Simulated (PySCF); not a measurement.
# Eu(NH2)3: how settings move a single point

Which settings matter for Eu(NH2)3? Each run alters one on purpose. It is a constructed species; whether it can be made isn't addressed.

The runs use PySCF 2.14.0; B3LYP, Eu lcecp-1-SVP with ECP52, N def2-SVP, H def2-SVP; scalar-relativistic core potentials, no spin–orbit coupling.

4 further runs of the same task are left out: 2 for a known fault of the program, 2 that didn't finish.

## 1. Where the work starts

10 atoms, charge 0, spin multiplicity 1.

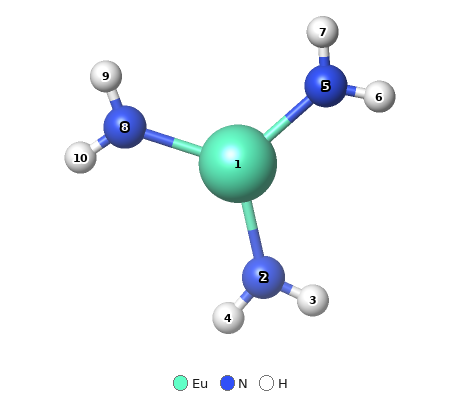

The geometry (europium green, nitrogen blue, hydrogen white); atoms are numbered from 1 in the order of the file.

As a file:

```xyz
10
EuH6N3
Eu   -0.0079   -0.0094    0.0630
N     2.2157    0.0019    0.0033
H     2.8389    0.8111    0.0719
H     2.8390   -0.8022   -0.1088
N    -1.1105    1.9153    0.2309
H    -0.6971    2.8490    0.2985
H    -2.1217    2.0723    0.2346
N    -1.1144   -1.9213   -0.2088
H    -2.1275   -2.0622   -0.2445
H    -0.7146   -2.8545   -0.3401
```

Formal oxidation states: Eu +3. Each metal's 6 4f electrons lie in its core potential, so multiplicities, spins and levels count the valence alone. An earlier session relaxed this geometry at B3LYP, Eu lcecp-1-SVP with ECP52, N def2-SVP, H def2-SVP (singlet, point group Cs).

The sound run used a (50, 194) grid (finer on f atoms), a threshold of 1e-8 and at most 55 cycles, and ended at -203.159261 Eh.

## 2. Altered run 1

Contents of run.py (the lines that set the calculation):

```python
mol = gto.M(atom='''
Eu    -0.00789    -0.00942     0.06305
N      2.21571     0.00190     0.00326
H      2.83889     0.81110     0.07188
H      2.83905    -0.80224    -0.10882
N     -1.11048     1.91531     0.23093
H     -0.69709     2.84899     0.29854
H     -2.12171     2.07231     0.23455
N     -1.11442    -1.92133    -0.20878
H     -2.12752    -2.06216    -0.24452
H     -0.71455    -2.85446    -0.34009''',
    basis={'Eu': 'lcecp-1-SVP', 'N': 'def2-SVP', 'H': 'def2-SVP'},
    ecp={'Eu': 'lcecp-1-SVP'},
    charge=0, spin=0)
mf = dft.RKS(mol, xc='B3LYP')
mf.grids.atom_grid = (50, 194)  # f atoms: unpruned, at least (60, 302)
mf = mf.density_fit()  # fitting sets: Eu AutoAux, N def2-universal-JKFIT, H def2-universal-JKFIT
mf.conv_tol = 1e-08; mf.max_cycle = 55
mf.kernel(dm0)  # dm0: smeared density
```

Launch:

```console
OMP_NUM_THREADS=2 python run.py
```

What it wrote:

```text
init E= -203.111907686406
  HOMO = -0.216059043274503  LUMO = -0.0576202459112984  gap/eV = 4.31134
cycle= 1 E= -203.157931889913  delta_E= -0.046  |g|= 0.0688  |ddm|= 0.236
  HOMO = -0.200396845182562  LUMO = -0.0546203733919661  gap/eV = 3.96678
cycle= 2 E= -203.154545158173  delta_E= 0.00339  |g|= 0.139  |ddm|= 0.186
  HOMO = -0.209896865108344  LUMO = -0.0528413007198374  gap/eV = 4.27370
cycle= 3 E= -203.159254891625  delta_E= -0.00471  |g|= 0.00444  |ddm|= 0.111
  HOMO = -0.210094455925517  LUMO = -0.0523861638240852  gap/eV = 4.29146
cycle= 4 E= -203.15926061716  delta_E= -5.73e-06  |g|= 0.00107  |ddm|= 0.00635
  HOMO = -0.210232828335397  LUMO = -0.0525075670243993  gap/eV = 4.29192
cycle= 5 E= -203.159260913028  delta_E= -2.96e-07  |g|= 0.000166  |ddm|= 0.00152
  HOMO = -0.210249507195044  LUMO = -0.0525058056913217  gap/eV = 4.29242
cycle= 6 E= -203.159260919784  delta_E= -6.76e-09  |g|= 4.17e-05  |ddm|= 0.000164
  HOMO = -0.210250912390581  LUMO = -0.0525049705751606  gap/eV = 4.29249
Extra cycle  E= -203.159260918747  delta_E= 1.04e-09  |g|= 7.86e-05  |ddm|= 9.91e-05
converged SCF energy = -203.159260918747
```

Run time: 3.6 s. Hardware: 2 threads of Arm Neoverse V2, shared host.

Changed: the starting guess (smeared density). It converges in 6 cycles, at the sound run's energy within 0.001 eV, with a largest force component of 0.02 eV/Å. The result survives the change.

## 3. Altered run 2

Edit run.py (the lines that set the calculation) of step 2 so:

```diff
@@ -17,3 +17,3 @@
 mf = mf.density_fit()  # fitting sets: Eu AutoAux, N def2-universal-JKFIT, H def2-universal-JKFIT
-mf.conv_tol = 1e-08; mf.max_cycle = 55
-mf.kernel(dm0)  # dm0: smeared density
+mf.conv_tol = 1e-08; mf.max_cycle = 75
+mf.kernel(dm0)  # dm0: core Hamiltonian
```

Launch:

```console
OMP_NUM_THREADS=2 python run.py
```

What it wrote:

```text
init E= -180.104719080263
  HOMO = 0.19956028892638  LUMO = 0.201064745938229  gap/eV = 0.04094
cycle= 1 E= -181.256300657572  delta_E= -1.15  |g|= 5.08  |ddm|= 27.6
  HOMO = -1.85631327906723  LUMO = -1.13863997372333  gap/eV = 19.52889
cycle= 2 E= -188.767567648544  delta_E= -7.51  |g|= 6.73  |ddm|= 26.1
  HOMO = -0.951511583813039  LUMO = -0.538410074562695  gap/eV = 11.24106
cycle= 3 E= -200.415520175618  delta_E= -11.6  |g|=  3.4  |ddm|= 5.28
  HOMO = -0.541182428229825  LUMO = -0.171104517587331  gap/eV = 10.07033
cycle= 4 E= -201.895643276989  delta_E= -1.48  |g|= 2.38  |ddm|= 0.922
  HOMO = -0.285695871074599  LUMO = -0.0878163430712569  gap/eV = 5.38458
cycle= 5 E= -203.082085967818  delta_E= -1.19  |g|= 0.574  |ddm|= 1.39
  HOMO = -0.21011809861099  LUMO = -0.048968665213728  gap/eV = 4.38510
cycle= 6 E= -203.153235959904  delta_E= -0.0711  |g|= 0.153  |ddm|= 0.581
  HOMO = -0.207306714860796  LUMO = -0.0531187191642708  gap/eV = 4.19567
cycle= 7 E= -203.157631895688  delta_E= -0.0044  |g|= 0.0832  |ddm|= 0.196
  HOMO = -0.208943895186119  LUMO = -0.0533024876462882  gap/eV = 4.23522
cycle= 8 E= -203.159120784038  delta_E= -0.00149  |g|= 0.0231  |ddm|= 0.0775
  HOMO = -0.209725787484475  LUMO = -0.0521452985917499  gap/eV = 4.28798
cycle= 9 E= -203.159258234276  delta_E= -0.000137  |g|= 0.00331  |ddm|= 0.0231
  HOMO = -0.210118535438293  LUMO = -0.0524915458512005  gap/eV = 4.28925
cycle= 10 E= -203.159260540901  delta_E= -2.31e-06  |g|= 0.00124  |ddm|= 0.00382
  HOMO = -0.210227960632449  LUMO = -0.0524903777996073  gap/eV = 4.29226
cycle= 11 E= -203.159260906384  delta_E= -3.65e-07  |g|= 0.00023  |ddm|= 0.00114
  HOMO = -0.210253579179867  LUMO = -0.0525050502588691  gap/eV = 4.29256
cycle= 12 E= -203.159260914053  delta_E= -7.67e-09  |g|= 0.00016  |ddm|= 0.000331
  HOMO = -0.210251666765366  LUMO = -0.0525070594022097  gap/eV = 4.29245
cycle= 13 E= -203.159260920136  delta_E= -6.08e-09  |g|= 1.64e-05  |ddm|= 0.000143
  HOMO = -0.210248920515057  LUMO = -0.0525042284032224  gap/eV = 4.29245
Extra cycle  E= -203.159260920103  delta_E= 3.35e-11  |g|= 2.12e-05  |ddm|= 3.88e-05
converged SCF energy = -203.159260920103
```

Run time: 4.5 s. Hardware: 2 threads of Arm Neoverse V2, shared host.

Changed: the starting guess (bare core Hamiltonian); the cycle limit is 75. It converges in 13 cycles, at the sound run's energy within 0.001 eV, with a largest force component of 0.02 eV/Å. The result survives the change.

## 4. Altered run 3

Contents of run.py (the lines that set the calculation):

```python
mol = gto.M(atom='''
Eu    -0.00741    -0.00886     0.05926
N      2.08277     0.00179     0.00307
H      2.66856     0.76243     0.06757
H      2.66870    -0.75411    -0.10229
N     -1.04385     1.80039     0.21707
H     -0.65526     2.67805     0.28063
H     -1.99441     1.94797     0.22047
N     -1.04755    -1.80605    -0.19625
H     -1.99987    -1.93843    -0.22985
H     -0.67168    -2.68319    -0.31969''',
    basis={'Eu': 'lcecp-1-SVP', 'N': 'def2-SVP', 'H': 'def2-SVP'},
    ecp={'Eu': 'lcecp-1-SVP'},
    charge=0, spin=0)
mf = dft.RKS(mol, xc='B3LYP')
mf.grids.atom_grid = (50, 194)  # f atoms: unpruned, at least (60, 302)
mf = mf.density_fit()  # fitting sets: Eu AutoAux, N def2-universal-JKFIT, H def2-universal-JKFIT
mf.conv_tol = 1e-08; mf.max_cycle = 55
mf.kernel(dm0)  # dm0: free metal ions and neutral atoms
```

Launch:

```console
OMP_NUM_THREADS=2 python run.py
```

What it wrote:

```text
init E= -206.506796658479
  HOMO = -0.246628539471047  LUMO = -0.108146023198852  gap/eV = 3.76830
cycle= 1 E= -203.081922910561  delta_E= 3.42  |g|= 0.38  |ddm|= 3.26
  HOMO = -0.18964711772785  LUMO = -0.0174482509594185  gap/eV = 4.68577
cycle= 2 E= -203.099837504299  delta_E= -0.0179  |g|= 0.265  |ddm|= 0.927
  HOMO = -0.213343589587352  LUMO = -0.0433158306684902  gap/eV = 4.62669
cycle= 3 E= -203.119669324377  delta_E= -0.0198  |g|= 0.019  |ddm|= 0.476
  HOMO = -0.214085135388189  LUMO = -0.0416506100118674  gap/eV = 4.69218
cycle= 4 E= -203.119768997125  delta_E= -9.97e-05  |g|= 0.00949  |ddm|= 0.0484
  HOMO = -0.213402045056716  LUMO = -0.0420045724935711  gap/eV = 4.66396
cycle= 5 E= -203.119788101631  delta_E= -1.91e-05  |g|= 0.00422  |ddm|= 0.0124
  HOMO = -0.213878902550698  LUMO = -0.0421557477621661  gap/eV = 4.67283
cycle= 6 E= -203.119792041357  delta_E= -3.94e-06  |g|= 0.000189  |ddm|= 0.00388
  HOMO = -0.213880767209776  LUMO = -0.0421570097163624  gap/eV = 4.67284
cycle= 7 E= -203.119792041292  delta_E= 6.48e-11  |g|= 0.00021  |ddm|= 0.00037
  HOMO = -0.213875662784224  LUMO = -0.0421571972280255  gap/eV = 4.67270
cycle= 8 E= -203.11979205139  delta_E= -1.01e-08  |g|= 2.28e-05  |ddm|= 0.000187
  HOMO = -0.213876348342977  LUMO = -0.0421573933835226  gap/eV = 4.67271
cycle= 9 E= -203.119792051515  delta_E= -1.26e-10  |g|= 5.35e-06  |ddm|= 2.96e-05
  HOMO = -0.213876350154529  LUMO = -0.0421577585256756  gap/eV = 4.67270
Extra cycle  E= -203.119792051517  delta_E= -1.31e-12  |g|= 4.95e-06  |ddm|= 1.25e-05
converged SCF energy = -203.119792051517
```

Run time: 4.2 s. Hardware: 2 threads of Arm Neoverse V2, shared host.

Changed: the scale of all coordinates (0.94). It converges in 9 cycles, +1.074 eV from the sound run, with a largest force component of 3.25 eV/Å. The setting is unsound, so these numbers aren't the compound's.

## 5. Altered run 4

Contents of run.py (the lines that set the calculation):

```python
mol = gto.M(atom='''
Eu    -0.00789    -0.00942     0.06305
N      2.21571     0.00190     0.00326
H      2.83889     0.81110     0.07188
H      2.83905    -0.80224    -0.10882
N     -1.11048     1.91531     0.23093
H     -0.69709     2.84899     0.29854
H     -2.12171     2.07231     0.23455
N     -1.11442    -1.92133    -0.20878
H     -2.12752    -2.06216    -0.24452
H     -0.71455    -2.85446    -0.34009''',
    basis={'Eu': 'lcecp-1-SVP', 'N': 'def2-SVP', 'H': 'def2-SVP'},
    ecp={'Eu': 'lcecp-1-SVP'},
    charge=0, spin=0)
mf = dft.RKS(mol, xc='B3LYP')
mf.grids.atom_grid = (40, 110)  # f atoms: unpruned
mf = mf.density_fit()  # fitting sets: Eu AutoAux, N def2-universal-JKFIT, H def2-universal-JKFIT
mf.conv_tol = 1e-08; mf.max_cycle = 55
mf.kernel(dm0)  # dm0: free metal ions and neutral atoms
```

Launch:

```console
OMP_NUM_THREADS=2 python run.py
```

What it wrote:

```text
init E= -206.133056345119
  HOMO = -0.225200834766102  LUMO = -0.112272049578422  gap/eV = 3.07295
cycle= 1 E= -203.121577755692  delta_E= 3.01  |g|= 0.387  |ddm|= 3.12
  HOMO = -0.209671012249252  LUMO = -0.02666295078442  gap/eV = 4.97990
cycle= 2 E= -203.12826902355  delta_E= -0.00669  |g|= 0.322  |ddm|= 0.781
  HOMO = -0.196898246511715  LUMO = -0.0519681761347996  gap/eV = 3.94375
cycle= 3 E= -203.153908570309  delta_E= -0.0256  |g|= 0.15  |ddm|= 0.475
  HOMO = -0.211086355557102  LUMO = -0.0542789191996782  gap/eV = 4.26695
cycle= 4 E= -203.159163808901  delta_E= -0.00526  |g|= 0.0175  |ddm|= 0.129
  HOMO = -0.209874446967713  LUMO = -0.0520676486789817  gap/eV = 4.29414
cycle= 5 E= -203.159255909311  delta_E= -9.21e-05  |g|= 0.00257  |ddm|= 0.0347
  HOMO = -0.210260654333432  LUMO = -0.0525324966200564  gap/eV = 4.29200
cycle= 6 E= -203.159258205848  delta_E= -2.3e-06  |g|= 0.000249  |ddm|= 0.00574
  HOMO = -0.210251207669913  LUMO = -0.052523695193603  gap/eV = 4.29198
cycle= 7 E= -203.159258199873  delta_E= 5.97e-09  |g|= 0.000311  |ddm|= 0.000465
  HOMO = -0.210249104600546  LUMO = -0.0525231485717725  gap/eV = 4.29194
cycle= 8 E= -203.159258222594  delta_E= -2.27e-08  |g|= 2.44e-05  |ddm|= 0.000262
  HOMO = -0.210249099286847  LUMO = -0.0525246567919986  gap/eV = 4.29190
cycle= 9 E= -203.159258222762  delta_E= -1.68e-10  |g|= 5.43e-06  |ddm|= 3.29e-05
  HOMO = -0.210248900297645  LUMO = -0.0525250984229331  gap/eV = 4.29188
Extra cycle  E= -203.159258222763  delta_E= -1.42e-12  |g|= 5.05e-06  |ddm|= 1.22e-05
converged SCF energy = -203.159258222763
```

Wall time 3.2 s (2 threads of Arm Neoverse V2, shared host).

Changed: the integration grid, to (40, 110). It converges in 9 cycles, at the sound run's energy within 0.001 eV, with a largest force component of 0.05 eV/Å. The result survives the change.

## 6. Results

| run | changed | ending | energy change (eV) | cycles | time | usable |
| --- | --- | --- | --- | --- | --- | --- |
| 1 | the starting guess | converged | 0.000 | 6 | 3.6 s | yes |
| 2 | the starting guess | converged | 0.000 | 13 | 4.5 s | yes |
| 3 | the scale of all coordinates | converged | +1.074 | 9 | 4.2 s | no |
| 4 | the integration grid | converged | 0.000 | 9 | 3.2 s | yes |

3 of 4 altered runs give a usable result. 1 ended normally with numbers unfit to quote.
